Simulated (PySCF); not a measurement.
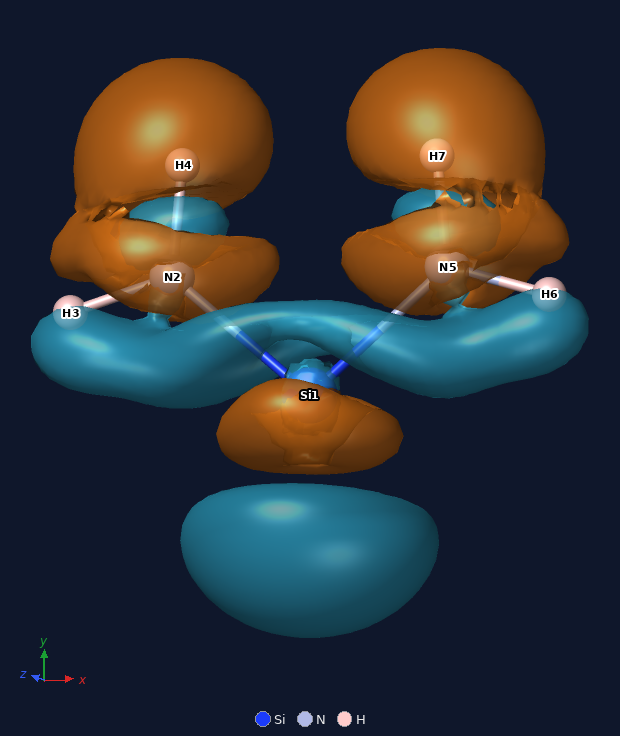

Figure 1: Si(NH2)2 (H4N2Si). Change of the electron density in a uniform field of 0.26 V/Å, surfaces at ±0.0015 e/Å³ (light blue: gain, orange: loss).

Method: TPSSh/6-311+G**; geometry: GFN2-xTB; program: PySCF. No frequency check shows the geometry to be a minimum. The basis has diffuse s and p functions alone, which still leaves polarisabilities too small, most of all across bonds.

The field was applied in both directions; the picture shows the one opposite to the script's first.

**Along which Cartesian direction does the field point?**

Along +y: electrons gather on the −y side, against the field.

**What dipole is induced, and what polarisability does it imply?**

The induced dipole is 0.64 D (along the field); α along this axis, from the fields in both directions, is 50 bohr³ (7.4 Å³).

Cost of the run: 27 s on 1 thread of Arm Neoverse V2 (shared host), peak memory 0.49 GiB.
